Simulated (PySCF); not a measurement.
**Manganese: the same states on changed settings**

Aim: see what changed settings do to total energies and their difference. The change: scalar relativity by spin-free X2C-1e, unsound on purpose. A sound run of the same states serves as the yardstick.

Method: unrestricted determinants in a Gaussian basis, no spin-orbit coupling in the energies. Code: PySCF 2.14.0.

## (1) The atom as given

* Element: manganese (Z = 25)
* Basis: cc-pVTZ (7s6p4d2f1g, 68 functions)
* Hamiltonian: the spin-free X2C one-electron Hamiltonian (Gaussian nucleus)
* State 1: Mn⁺: [Ar] 3d5 4s1, high-spin 7S determinant
* State 2: Mn²⁺: [Ar] 3d5, high-spin 6S determinant
* Methods: UHF, M06-2X, TPSS, MP2
* Core shells frozen in the correlated runs: valence: [Ar] (for Mn⁺)

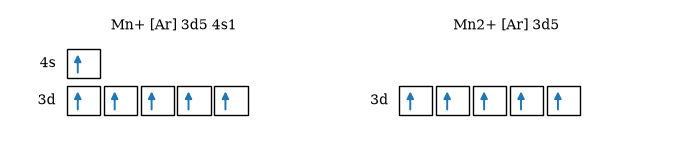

Occupation of the outer shells (arrows by Hund's rule).

The sound run (cc-pVTZ, no relativity, point nucleus, symmetry-adapted start, fine grid, valence correlation) gave:

| species | method | energy (hartree) |
| --- | --- | --- |
| Mn⁺ | UHF | -1149.64916 |
| Mn⁺ | M06-2X | -1150.68522 |
| Mn⁺ | TPSS | -1150.75786 |
| Mn⁺ | MP2 (valence) | -1149.73397 |
| Mn²⁺ | UHF | -1149.10923 |
| Mn²⁺ | M06-2X | -1150.12194 |
| Mn²⁺ | TPSS | -1150.17558 |
| Mn²⁺ | MP2 (valence) | -1149.17834 |

One driver process ran all states and methods and kept the integrals in memory. Each run is shown as a PySCF script that sums up its settings (the driver passes frozen orbitals as a list and adds second-order terms of double hybrids); the logs are those of the runs themselves. The driver starts from symmetry-adapted Hartree-Fock orbitals, holds the occupation by maximum overlap and uses a logarithmic radial grid for functionals, so a plain start would take other cycles.

The driver's launch:

```console
$ OMP_NUM_THREADS=1 python atomrun2.py TASK.json OUT
```

The integrals over 68 functions and the set-up took 0.68 s of CPU time.

## (2) Changed run, Mn⁺: the ladder of methods

Level: UHF.

Input file input.py:

```python
from pyscf import gto, scf, dft, mp, cc
import basis_set_exchange as bse
mol = gto.M(atom="Mn 0 0 0", charge=1, spin=6, symmetry="D2h",
            basis=gto.basis.parse(bse.get_basis("cc-pVTZ", elements=["Mn"], fmt="nwchem", header=False)),
            nucmod="G")
mf = scf.UHF(mol).sfx2c1e()
mf.irrep_nelec = {'Ag': (6, 3), 'B1g': (1, 0), 'B2g': (1, 0), 'B3g': (1, 0), 'B1u': (2, 2), 'B2u': (2, 2), 'B3u': (2, 2)}
mf.kernel()
```

What it wrote:

```text
damping factor = 0
level_shift factor = 0
DIIS = <class 'pyscf.scf.diis.CDIIS'>
diis_start_cycle = 1
diis_space = 10
diis_damp = 0
SCF conv_tol = 1e-09
SCF conv_tol_grad = None
number electrons alpha = 15  beta = 9
cycle= 1 E= -1155.90494903674  delta_E= -1.11e-09  |g|= 1.11e-05  |ddm|= 0.000185
cycle= 2 E= -1155.90494903692  delta_E= -1.76e-10  |g|= 4.8e-06  |ddm|= 5.73e-05
converged SCF energy = -1155.90494903692  <S^2> = 12.000281  2S+1 = 7.0000802
```

Time after the integrals: 0.27 s (1 thread of Intel Xeon 6975P-C, shared host).

The occupied shells:

| shell | electrons | mean orbital energy (eV) | spread (eV) | rms radius (bohr) |
| --- | --- | --- | --- | --- |
| 1s α | 1 | -6602.5 | 0 | 0.0709 |
| 1s β | 1 | -6602.4 | 0 | 0.0709 |
| 2s α | 1 | -812.97 | 0 | 0.303 |
| 2s β | 1 | -809.28 | 0 | 0.303 |
| 2p α | 3 | -688.91 | 0 | 0.273 |
| 2p β | 3 | -685.33 | 0 | 0.273 |
| 3s α | 1 | -119.04 | 0 | 0.916 |
| 3s β | 1 | -107.57 | 0 | 0.916 |
| 3p α | 3 | -82.634 | 0 | 0.986 |
| 3p β | 3 | -68.996 | 0 | 0.986 |
| 3d α | 5 | -25.111 | 0 | 1.28 |
| 4s α | 1 | -14.956 | 0 | 3.07 |

⟨S²⟩ = 12.000, ⟨L²⟩ = 0.00.

Level: M06-2X.

Changes to input.py:

```diff
@@ -5,3 +5,3 @@
             nucmod="G")
-mf = scf.UHF(mol).sfx2c1e()
+mf = dft.UKS(mol, xc="M062X").sfx2c1e()
 mf.irrep_nelec = {'Ag': (6, 3), 'B1g': (1, 0), 'B2g': (1, 0), 'B3g': (1, 0), 'B1u': (2, 2), 'B2u': (2, 2), 'B3u': (2, 2)}
```

What it wrote:

```text
damping factor = 0
level_shift factor = 0
DIIS = <class 'pyscf.scf.diis.CDIIS'>
diis_start_cycle = 1
diis_space = 10
diis_damp = 0
SCF conv_tol = 1e-09
SCF conv_tol_grad = None
number electrons alpha = 15  beta = 9
XC functionals = M062X
    Y. Zhao and D. G. Truhlar.,  Theor. Chem. Acc. 120, 215 (2008)
    Y. Zhao and D. G. Truhlar.,  Theor. Chem. Acc. 120, 215 (2008)
cycle= 1 E= -1156.93803164933  delta_E= -0.00399  |g|= 0.0118  |ddm|= 1.74
cycle= 2 E= -1156.93807921826  delta_E= -4.76e-05  |g|= 0.0064  |ddm|= 0.0611
cycle= 3 E= -1156.93808801882  delta_E= -8.8e-06  |g|= 0.00238  |ddm|= 0.038
cycle= 4 E= -1156.93808964049  delta_E= -1.62e-06  |g|= 0.000194  |ddm|= 0.015
cycle= 5 E= -1156.93808969825  delta_E= -5.78e-08  |g|= 2.23e-05  |ddm|= 0.0034
cycle= 6 E= -1156.9380896987  delta_E= -4.49e-10  |g|= 2.4e-06  |ddm|= 0.000305
converged SCF energy = -1156.9380896987  <S^2> = 12.000653  2S+1 = 7.0001867
```

It took 1.4 s on 1 thread of Intel Xeon 6975P-C, shared host, the integrals not counted.

Level: TPSS.

Changes to input.py:

```diff
@@ -5,3 +5,3 @@
             nucmod="G")
-mf = dft.UKS(mol, xc="M062X").sfx2c1e()
+mf = dft.UKS(mol, xc="TPSS").sfx2c1e()
 mf.irrep_nelec = {'Ag': (6, 3), 'B1g': (1, 0), 'B2g': (1, 0), 'B3g': (1, 0), 'B1u': (2, 2), 'B2u': (2, 2), 'B3u': (2, 2)}
```

What it wrote:

```text
damping factor = 0
level_shift factor = 0
DIIS = <class 'pyscf.scf.diis.CDIIS'>
diis_start_cycle = 1
diis_space = 10
diis_damp = 0
SCF conv_tol = 1e-09
SCF conv_tol_grad = None
number electrons alpha = 15  beta = 9
XC functionals = TPSS
    J. Tao, J. P. Perdew, V. N. Staroverov, and G. E. Scuseria.,  Phys. Rev. Lett. 91, 146401 (2003)
    J. P. Perdew, J. Tao, V. N. Staroverov, and G. E. Scuseria.,  J. Chem. Phys. 120, 6898 (2004)
    J. Tao, J. P. Perdew, V. N. Staroverov, and G. E. Scuseria.,  Phys. Rev. Lett. 91, 146401 (2003)
    J. P. Perdew, J. Tao, V. N. Staroverov, and G. E. Scuseria.,  J. Chem. Phys. 120, 6898 (2004)
cycle= 1 E= -1157.00998075094  delta_E= -0.0116  |g|= 0.0909  |ddm|= 1.66
cycle= 2 E= -1157.00804238706  delta_E= 0.00194  |g|= 0.135  |ddm|= 0.776
cycle= 3 E= -1157.01191271766  delta_E= -0.00387  |g|= 0.00273  |ddm|= 0.492
cycle= 4 E= -1157.01191525524  delta_E= -2.54e-06  |g|= 0.000567  |ddm|= 0.00693
cycle= 5 E= -1157.01191532552  delta_E= -7.03e-08  |g|= 7.28e-06  |ddm|= 0.00246
cycle= 6 E= -1157.01191532554  delta_E= -2.23e-11  |g|= 5.36e-07  |ddm|= 5.97e-05
converged SCF energy = -1157.01191532554  <S^2> = 12.000151  2S+1 = 7.0000432
```

Time after the integrals: 1.5 s (1 thread of Intel Xeon 6975P-C, shared host).

Level: MP2 (valence).

Changes to input.py:

```diff
@@ -5,4 +5,5 @@
             nucmod="G")
-mf = dft.UKS(mol, xc="TPSS").sfx2c1e()
+mf = scf.UHF(mol).sfx2c1e()
 mf.irrep_nelec = {'Ag': (6, 3), 'B1g': (1, 0), 'B2g': (1, 0), 'B3g': (1, 0), 'B1u': (2, 2), 'B2u': (2, 2), 'B3u': (2, 2)}
 mf.kernel()
+mp.UMP2(mf, frozen=9).kernel()
```

The driver printed no log here.

Time after the integrals: 0.05 s (1 thread of Intel Xeon 6975P-C, shared host).

With 6 electrons correlated, the MP2 correlation energy is -0.08556 hartree (-0.08556 same spin, 0.00000 opposite spin); the SCS form gives -0.02852. Largest pairs of shells: 3d-3d -0.0716, 3d-4s -0.0139, 4s-4s 0.0000.

## (3) Changed run, Mn²⁺: the ladder of methods

Level: UHF.

Input file input.py:

```python
from pyscf import gto, scf, dft, mp, cc
import basis_set_exchange as bse
mol = gto.M(atom="Mn 0 0 0", charge=2, spin=5, symmetry="D2h",
            basis=gto.basis.parse(bse.get_basis("cc-pVTZ", elements=["Mn"], fmt="nwchem", header=False)),
            nucmod="G")
mf = scf.UHF(mol).sfx2c1e()
mf.irrep_nelec = {'Ag': (5, 3), 'B1g': (1, 0), 'B2g': (1, 0), 'B3g': (1, 0), 'B1u': (2, 2), 'B2u': (2, 2), 'B3u': (2, 2)}
mf.kernel()
```

What it wrote:

```text
damping factor = 0
level_shift factor = 0
DIIS = <class 'pyscf.scf.diis.CDIIS'>
diis_start_cycle = 1
diis_space = 10
diis_damp = 0
SCF conv_tol = 1e-09
SCF conv_tol_grad = None
number electrons alpha = 14  beta = 9
cycle= 1 E= -1155.35976895684  delta_E= -8.19e-12  |g|= 1.84e-06  |ddm|= 8.73e-06
converged SCF energy = -1155.35976895684  <S^2> = 8.7505998  2S+1 = 6.0001999
```

Time after the integrals: 0.24 s (1 thread of Intel Xeon 6975P-C, shared host).

Orbital energies by shell (radii are means over both spins):

| shell | electrons | mean orbital energy (eV) | spread (eV) | rms radius (bohr) |
| --- | --- | --- | --- | --- |
| 1s α | 1 | -6612.3 | 0 | 0.0709 |
| 1s β | 1 | -6612.2 | 0 | 0.0709 |
| 2s α | 1 | -822.47 | 0 | 0.303 |
| 2s β | 1 | -818.85 | 0 | 0.303 |
| 2p α | 3 | -698.54 | 0 | 0.273 |
| 2p β | 3 | -694.93 | 0 | 0.273 |
| 3s α | 1 | -128.49 | 0 | 0.918 |
| 3s β | 1 | -117.21 | 0 | 0.918 |
| 3p α | 3 | -92.368 | 0 | 0.985 |
| 3p β | 3 | -78.657 | 0 | 0.985 |
| 3d α | 5 | -34.813 | 0 | 1.24 |

⟨S²⟩ = 8.751, ⟨L²⟩ = 0.00.

Level: M06-2X.

Changes to input.py:

```diff
@@ -5,3 +5,3 @@
             nucmod="G")
-mf = scf.UHF(mol).sfx2c1e()
+mf = dft.UKS(mol, xc="M062X").sfx2c1e()
 mf.irrep_nelec = {'Ag': (5, 3), 'B1g': (1, 0), 'B2g': (1, 0), 'B3g': (1, 0), 'B1u': (2, 2), 'B2u': (2, 2), 'B3u': (2, 2)}
```

What it wrote:

```text
damping factor = 0
level_shift factor = 0
DIIS = <class 'pyscf.scf.diis.CDIIS'>
diis_start_cycle = 1
diis_space = 10
diis_damp = 0
SCF conv_tol = 1e-09
SCF conv_tol_grad = None
number electrons alpha = 14  beta = 9
XC functionals = M062X
    Y. Zhao and D. G. Truhlar.,  Theor. Chem. Acc. 120, 215 (2008)
    Y. Zhao and D. G. Truhlar.,  Theor. Chem. Acc. 120, 215 (2008)
cycle= 1 E= -1156.36921720143  delta_E= -0.00363  |g|= 0.0102  |ddm|= 1.67
cycle= 2 E= -1156.36923802771  delta_E= -2.08e-05  |g|= 0.000989  |ddm|= 0.0829
cycle= 3 E= -1156.36923824465  delta_E= -2.17e-07  |g|= 7.31e-05  |ddm|= 0.00929
cycle= 4 E= -1156.36923824541  delta_E= -7.59e-10  |g|= 4.64e-05  |ddm|= 0.00127
cycle= 5 E= -1156.3692382458  delta_E= -3.85e-10  |g|= 3.56e-06  |ddm|= 0.000223
converged SCF energy = -1156.3692382458  <S^2> = 8.7508127  2S+1 = 6.0002709
```

It took 1.1 s on 1 thread of Intel Xeon 6975P-C, shared host, the integrals not counted.

Level: TPSS.

Changes to input.py:

```diff
@@ -5,3 +5,3 @@
             nucmod="G")
-mf = dft.UKS(mol, xc="M062X").sfx2c1e()
+mf = dft.UKS(mol, xc="TPSS").sfx2c1e()
 mf.irrep_nelec = {'Ag': (5, 3), 'B1g': (1, 0), 'B2g': (1, 0), 'B3g': (1, 0), 'B1u': (2, 2), 'B2u': (2, 2), 'B3u': (2, 2)}
```

What it wrote:

```text
damping factor = 0
level_shift factor = 0
DIIS = <class 'pyscf.scf.diis.CDIIS'>
diis_start_cycle = 1
diis_space = 10
diis_damp = 0
SCF conv_tol = 1e-09
SCF conv_tol_grad = None
number electrons alpha = 14  beta = 9
XC functionals = TPSS
    J. Tao, J. P. Perdew, V. N. Staroverov, and G. E. Scuseria.,  Phys. Rev. Lett. 91, 146401 (2003)
    J. P. Perdew, J. Tao, V. N. Staroverov, and G. E. Scuseria.,  J. Chem. Phys. 120, 6898 (2004)
    J. Tao, J. P. Perdew, V. N. Staroverov, and G. E. Scuseria.,  Phys. Rev. Lett. 91, 146401 (2003)
    J. P. Perdew, J. Tao, V. N. Staroverov, and G. E. Scuseria.,  J. Chem. Phys. 120, 6898 (2004)
cycle= 1 E= -1156.42222849489  delta_E= -0.00707  |g|= 0.0588  |ddm|= 1.34
cycle= 2 E= -1156.42182213057  delta_E= 0.000406  |g|= 0.0781  |ddm|= 0.432
cycle= 3 E= -1156.42301649865  delta_E= -0.00119  |g|= 0.00256  |ddm|= 0.29
cycle= 4 E= -1156.42301806765  delta_E= -1.57e-06  |g|= 0.000106  |ddm|= 0.00565
cycle= 5 E= -1156.42301806991  delta_E= -2.26e-09  |g|= 6.56e-06  |ddm|= 0.000575
cycle= 6 E= -1156.42301806992  delta_E= -9.55e-12  |g|= 5.74e-08  |ddm|= 4.14e-05
converged SCF energy = -1156.42301806992  <S^2> = 8.7502928  2S+1 = 6.0000976
```

Time after the integrals: 1.3 s (1 thread of Intel Xeon 6975P-C, shared host).

Level: MP2 (valence).

Changes to input.py:

```diff
@@ -5,4 +5,5 @@
             nucmod="G")
-mf = dft.UKS(mol, xc="TPSS").sfx2c1e()
+mf = scf.UHF(mol).sfx2c1e()
 mf.irrep_nelec = {'Ag': (5, 3), 'B1g': (1, 0), 'B2g': (1, 0), 'B3g': (1, 0), 'B1u': (2, 2), 'B2u': (2, 2), 'B3u': (2, 2)}
 mf.kernel()
+mp.UMP2(mf, frozen=9).kernel()
```

No log was kept for this step.

It took 0.03 s on 1 thread of Intel Xeon 6975P-C, shared host, the integrals not counted.

With 5 electrons correlated, the MP2 correlation energy is -0.06944 hartree (-0.06944 same spin, 0.00000 opposite spin); the SCS form gives -0.02315. Largest pairs of shells: 3d-3d -0.0694.

## (4) Against the sound run

| species | method | converged | energy less sound run (eV) |
| --- | --- | --- | --- |
| Mn⁺ | UHF | yes | -170.2286 |
| Mn⁺ | M06-2X | yes | -170.1492 |
| Mn⁺ | TPSS | yes | -170.1815 |
| Mn⁺ | MP2 (valence) | yes | -170.2491 |
| Mn²⁺ | UHF | yes | -170.0858 |
| Mn²⁺ | M06-2X | yes | -169.9976 |
| Mn²⁺ | TPSS | yes | -170.0015 |
| Mn²⁺ | MP2 (valence) | yes | -170.0947 |

Ionisation energy of Mn⁺:

| method | sound run (eV) | changed run (eV) | shift (eV) |
| --- | --- | --- | --- |
| UHF | 14.692 | 14.835 | +0.143 |
| M06-2X | 15.328 | 15.479 | +0.152 |
| TPSS | 15.845 | 16.025 | +0.180 |
| MP2 | 15.119 | 15.274 | +0.154 |
| SCS-MP2 | 14.835 | 14.981 | +0.147 |

## (5) Outcome

| quantity | value |
| --- | --- |
| change | scalar relativity by spin-free X2C-1e |
| runs converged | 8 of 8 |
| largest shift of a converged total energy | 170 eV |
| largest shift of the ionisation energy | +0.180 eV (TPSS) |

In words: The ionisation energy moves by up to 0.18 eV, at TPSS. Most of the change in total energy is the relativistic energy itself. On top of that the contraction fixes the core shape for the Hamiltonian it was made with, so the changed run is not a good calculation with the other Hamiltonian either. The setting is unsound on purpose, so these numbers are no properties of the atom.
